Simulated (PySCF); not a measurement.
# NMR shielding calculation, with input and output: C₄H₅BCl₂S

- system: C₄H₅BCl₂S
- method: GIAO PBE0/pcSseg-1 NMR shielding, non-relativistic, IEF-PCM cyclohexane (PySCF 2.14.0)

The geometry comes from this level: GFN2-xTB. Figures and captions count atoms from 1; the log counts them from 0 in places.

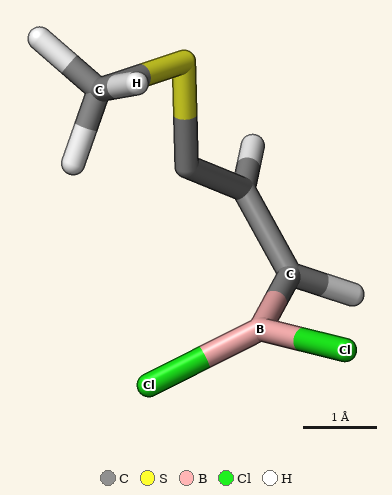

**Figure 1.** The structure (stick view, seen at a tilt). Bond lengths as drawn: B–C 1.56 Å, B–Cl 1.73 to 1.74 Å, C–C 1.36 to 1.40 Å, C–H 1.08 to 1.09 Å and C–S 1.64 to 1.83 Å.

Results in brief:

```json
{"quantity": "outcome", "value": "converged"}
{"quantity": "total energy", "value": "−1498.109312 hartree"}
{"quantity": "HOMO", "value": "−6.17 eV"}
{"quantity": "LUMO", "value": "−2.38 eV"}
{"quantity": "dipole moment", "value": "3.54 D"}
{"quantity": "isotropic shielding, C", "value": "−247.4 to 140.8 ppm"}
{"quantity": "isotropic shielding, S", "value": "132.9 ppm"}
{"quantity": "isotropic shielding, B", "value": "52.1 ppm"}
{"quantity": "isotropic shielding, Cl", "value": "674.5 to 787.9 ppm"}
{"quantity": "isotropic shielding, H", "value": "22.7 to 28.2 ppm"}
{"quantity": "hardware", "value": "1 CPU thread, shared host"}
{"quantity": "wall time", "value": "41 s"}
{"quantity": "peak memory", "value": "0.91 GiB"}
```

The input:
```
{"job": {"kind": "nmr", "xc": "PBE0", "basis": "pcSseg-1", "solvent": "cyclohexane", "pop": false}, "charge": 0, "multiplicity": 1}
C      2.127009    -1.278763     0.700441
S      1.830708     0.474493     0.249053
C      0.208748     0.545752     0.445580
C     -0.603783     1.660669     0.194266
C     -1.653141     1.264363    -0.571685
B     -1.808130    -0.267073    -0.803879
Cl    -1.729361    -0.912424    -2.415535
Cl    -2.280598    -1.350317     0.460958
H      1.181466    -1.704685     1.018135
H      2.514433    -1.799215    -0.170091
H      2.858564    -1.310073     1.501891
H     -0.408743     2.680162     0.502707
H     -2.237171     1.997109    -1.111841
```

The first line tells a small driver script what to run in PySCF; the rest is the geometry in Å.

Command:
```bash
OMP_NUM_THREADS=1 python <driver script> task.json out
```

The program's output:
```
coarse grid: 13408 points
cycle   1  E = -1498.0276037464  dE =  1.104e+00  |g| = 3.574e-01  |ddm| = 3.534e+00
cycle   2  E = -1498.0194710908  dE =  8.133e-03  |g| = 4.104e-01  |ddm| = 7.987e-01
cycle   3  E = -1498.0624988868  dE = -4.303e-02  |g| = 6.498e-02  |ddm| = 4.727e-01
cycle   4  E = -1498.0634431797  dE = -9.443e-04  |g| = 3.481e-02  |ddm| = 1.147e-01
cycle   5  E = -1498.0637448278  dE = -3.016e-04  |g| = 9.067e-03  |ddm| = 4.285e-02
cycle   6  E = -1498.0637669275  dE = -2.210e-05  |g| = 2.417e-03  |ddm| = 1.161e-02
cycle   7  E = -1498.0637679874  dE = -1.060e-06  |g| = 1.374e-03  |ddm| = 3.167e-03
final grid: 118144 points
cycle   8  E = -1498.1092934988  dE = -3.058e-05  |g| = 8.804e-03  |ddm| = 2.867e-02
cycle   9  E = -1498.1092726671  dE =  2.083e-05  |g| = 1.208e-02  |ddm| = 1.955e-02
cycle  10  E = -1498.1093112977  dE = -3.863e-05  |g| = 1.724e-03  |ddm| = 1.359e-02
cycle  11  E = -1498.1093120172  dE = -7.195e-07  |g| = 4.753e-04  |ddm| = 2.109e-03
cycle  12  E = -1498.1093120771  dE = -5.995e-08  |g| = 8.481e-05  |ddm| = 4.725e-04
cycle  13  E = -1498.1093120783  dE = -1.227e-09  |g| = 5.724e-05  |ddm| = 1.439e-04
cycle  14  E = -1498.1093120792  dE = -8.868e-10  |g| = 1.592e-05  |ddm| = 7.177e-05
```

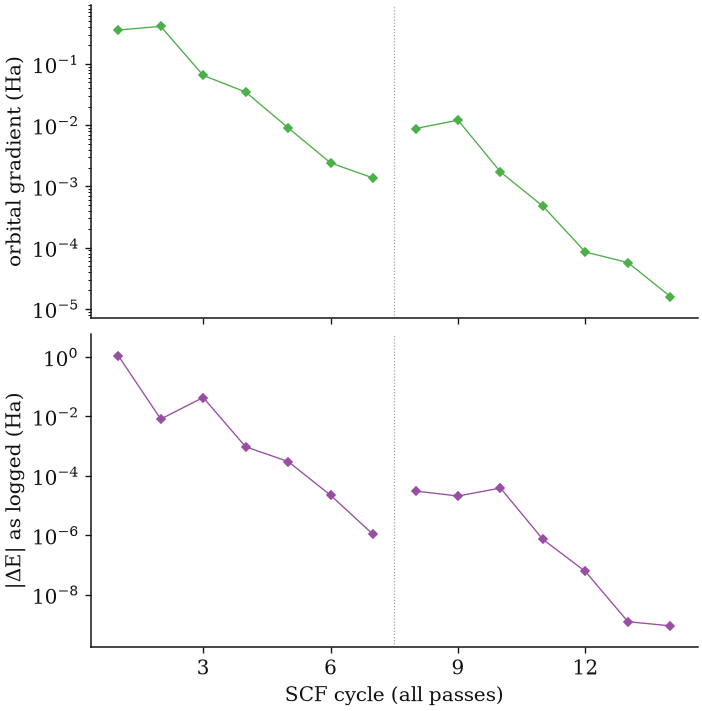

**Figure 2.** Convergence of the self-consistent field: orbital gradient and size of the energy change against the SCF cycle. The dotted line marks the change from a coarse to the final integration grid. The first 7 cycles use a coarse grid, the final grid takes over at cycle 8, and the field converges after 14 cycles in all.

```
converged SCF energy = -1498.1093120792

GIAO shielding tensors (ppm)
atom      isotropic    diamagn.    paramagn.     s11        s22        s33       span
  0 C      140.777     253.490    -112.714    102.360    128.819    191.151     88.791
  1 S      132.907    1057.674    -924.767   -380.834    337.680    441.874    822.709
  2 C     -247.437     262.468    -509.905   -726.484   -149.062    133.236    859.720
  3 C       26.278     254.855    -228.577    -70.865      5.068    144.631    215.496
  4 C       35.477     259.824    -224.348    -65.609      7.077    164.961    230.570
  5 B       52.113     188.644    -136.531     14.436     46.498     95.404     80.968
  6 Cl     674.476    1147.438    -472.962    411.397    702.563    909.468    498.071
  7 Cl     787.935    1147.305    -359.370    579.525    809.097    975.182    395.658
  8 H       28.244      30.829      -2.586     24.690     26.458     33.583      8.893
  9 H       28.184      29.942      -1.758     25.684     26.469     32.399      6.715
 10 H       28.069      28.946      -0.877     24.997     26.535     32.675      7.678
 11 H       22.703      30.466      -7.763     20.277     23.253     24.578      4.301
 12 H       24.659      29.468      -4.808     20.787     26.013     27.177      6.390
```

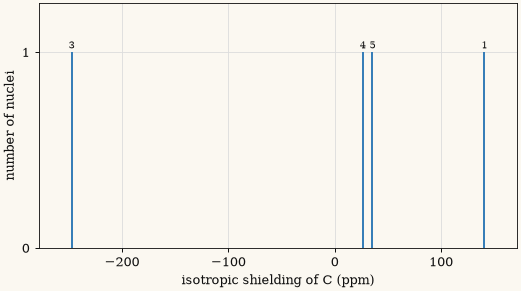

**Figure 3.** Isotropic shieldings of the carbon nuclei in this fixed geometry, labelled by atom number; shielding grows to the right, so chemical shift grows to the left. The least shielded is C3 (−247.4 ppm), the most shielded C1 (140.8 ppm).
